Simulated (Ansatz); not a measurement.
# Effect of H interstitial (started 2.33 Å from the nearest host atom), symmetric start on As

The reference is a 12-atom supercell of As in the A7 type structure (space group R-3m, No. 166; a = 3.783 Å, c = 10.109 Å (hexagonal axes); layered) at its relaxed geometry.

It is then changed as follows: a neutral H interstitial (started 2.33 Å from the nearest host atom), symmetric start, atoms relaxed at fixed cell.

The values are results of PBE-D3(BJ)/PAW in Ansatz (a quantum-chemistry and plane-wave program), scalar-relativistic without spin-orbit coupling, not measurements. Settings: 4×4×4 k-points, 0.05 eV Fermi–Dirac smearing.

```yaml
pressure: 0.0 GPa (base 0.0 GPa)
largest_displacement_of_a_host_atom_from_its_site_in_the_perfect_cell: 0.05 Å
```

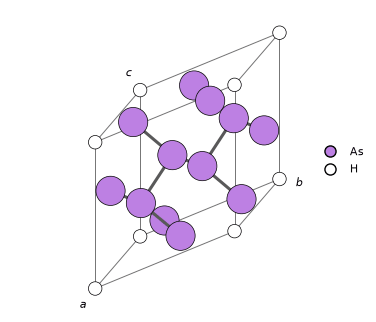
The relaxed cell after the change

Cost of the whole job for the changed cell (relaxation, final SCF and bands): roughly 3 core-minutes.

In so small a cell the defect repeats every few ångströms: this is an ordered compound, not a dilute defect. A case with no gap was solved on a k-mesh chosen for an insulator, which is coarse for it. The defect started on the symmetric site and kept its symmetry, so it may sit on a saddle. The final runs are not spin-polarised. The defect cell is not spin-polarised.
